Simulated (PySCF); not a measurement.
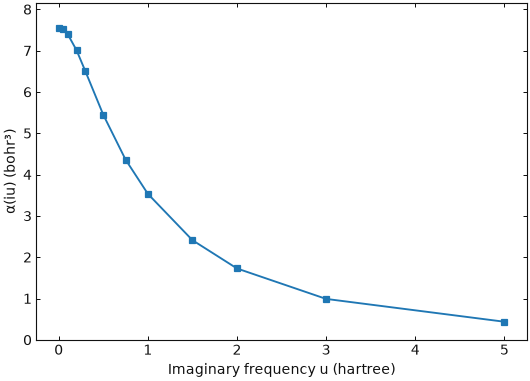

Dipole polarisability at imaginary frequency of Tc²⁺ ([Kr] 4d⁵). Coupled response at the HF level; PySCF, dyall-av2z, non-relativistic, unrestricted single determinants, no spin-orbit coupling. The static dipole polarisability is 7.55 bohr³; α(iu) falls to half of it near u = 0.92 hartree. The Casimir–Polder integral gives C₆ = 40.0 hartree bohr⁶ for two such species.

# Atomic calculation for Tc²⁺

System: Tc²⁺, configuration 1s2 2s2 2p6 3s2 3p6 3d10 4s2 4p6 4d5, multiplicity 6.
Method: unrestricted HF, dyall-av2z, non-relativistic, point nucleus (PySCF).

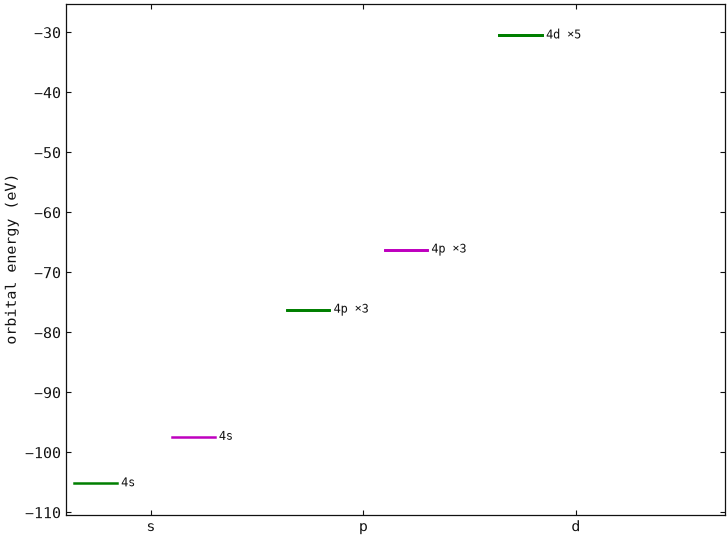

Orbital energies of the mean field, from the top down to −105.2 eV, by angular momentum, α spin at the left of each column and β at the right; ×n counts the orbitals under one label. The highest filled orbital is 4d α at −30.4 eV, the lowest empty one s α at −13.6 eV.

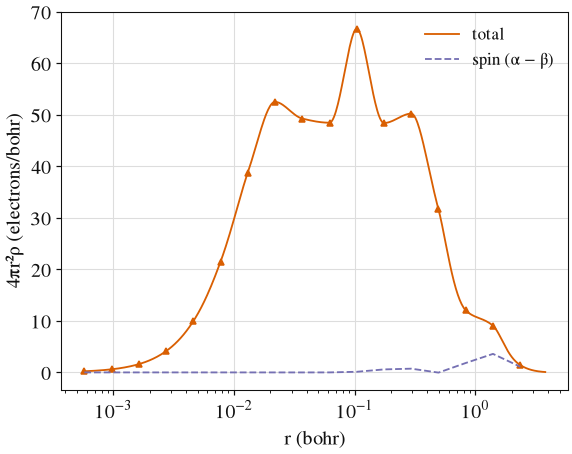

Spherically averaged radial density 4πr²ρ of the mean field and its spin part; markers are the stored points, which are sparse, and the line is a monotone interpolation between them. The largest stored value is 66.7 electrons/bohr at r = 0.10 bohr. Root-mean-square radii of the shells: 3d 0.434, 3p 0.452, 3s 0.454, 4s 1.16, 4p 1.27, 4d 1.71 bohr.

Input and output of the run follow.

## The input
```python
from pyscf import gto, scf, dft, mp, cc
import basis_set_exchange as bse
mol = gto.M(atom="Tc 0 0 0", charge=2, spin=5, symmetry="D2h",
            basis=gto.basis.parse(bse.get_basis("dyall-av2z", elements=["Tc"], fmt="nwchem")))
mf = scf.UHF(mol)
mf.irrep_nelec = {'Ag': (8, 6), 'B1g': (2, 1), 'B2g': (2, 1), 'B3g': (2, 1), 'B1u': (3, 3), 'B2u': (3, 3), 'B3u': (3, 3)}
mf.kernel()
```

The script is an equivalent of what the driver set up; the driver started from orbitals of its own, so the log can be shorter than this script's would be, and it computed the properties (radii, ⟨L²⟩, response) afterwards. It held the occupations shell by shell, which the script's counts by irreducible representation don't always enforce.

## Output (extracts)
```
damping factor = 0
level_shift factor = 0
DIIS = <class 'pyscf.scf.diis.CDIIS'>
diis_start_cycle = 1
diis_space = 10
diis_damp = 0
SCF conv_tol = 1e-09
SCF conv_tol_grad = None
number electrons alpha = 23  beta = 18
cycle= 1 E= -4204.08296144859  delta_E= -4.32e-10  |g|= 8.51e-06  |ddm|= 3.23e-05
converged SCF energy = -4204.08296144859  <S^2> = 8.751232  2S+1 = 6.0004107
```

## Results in brief

```tsv
quantity	value
outcome	converged
total energy	−4204.0830 hartree
kinetic energy	4204.0863 hartree
−E/T (1 by the virial theorem at the basis-set limit)	1.0000
⟨S²⟩	8.751
static polarisability	7.55 bohr³
C₆ of the like pair	40.0 hartree bohr⁶
SCF iterations	1
hardware	1 CPU thread, shared host
CPU time	51 s (integrals apart)
```

## Remarks

Relativity is left out, which matters for an atom this heavy.
